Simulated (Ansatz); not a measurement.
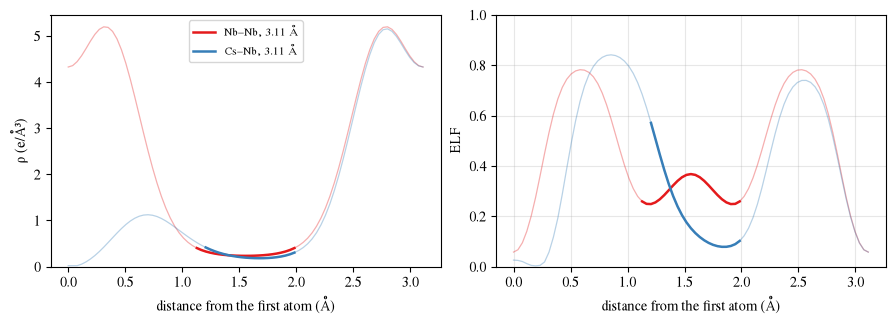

Figure. CsNb$_{3}$. Valence charge density (pseudo) and ELF along straight lines between neighbouring atoms. Thin, pale parts lie inside the atomic spheres.

Space group Pm-3m; started from the Cu3Au (L1_2)_221 prototype, which need not be the ambient phase.

Method: Ansatz, DFT PBE, scalar-relativistic, plane waves, PAW.

In a PAW calculation such maps are meaningful between the atoms, not at the nuclei.

```yaml
crystal:
  lattice:
    - [4.40150, 0.00000, 0.00000]
    - [0.00000, 4.40150, 0.00000]
    - [0.00000, 0.00000, 4.40150]
  atoms:
    - { symbol: Cs, position: [0.00000, 0.00000, 0.00000] }
    - { symbol: Nb, position: [0.00000, 0.50000, 0.50000] }
    - { symbol: Nb, position: [0.50000, 0.00000, 0.50000] }
    - { symbol: Nb, position: [0.50000, 0.50000, 0.00000] }
```

Compare the contacts.

Nb–Nb (3.11 Å): ρ is about 0.23 e/Å³ halfway; the ELF is about 0.35 at the midpoint: no shared electron pair shows on this line.
Cs–Nb (3.11 Å): ρ at the midpoint is about 0.19 e/Å³; the ELF is about 0.15 at the midpoint: no shared electron pair shows on this line.
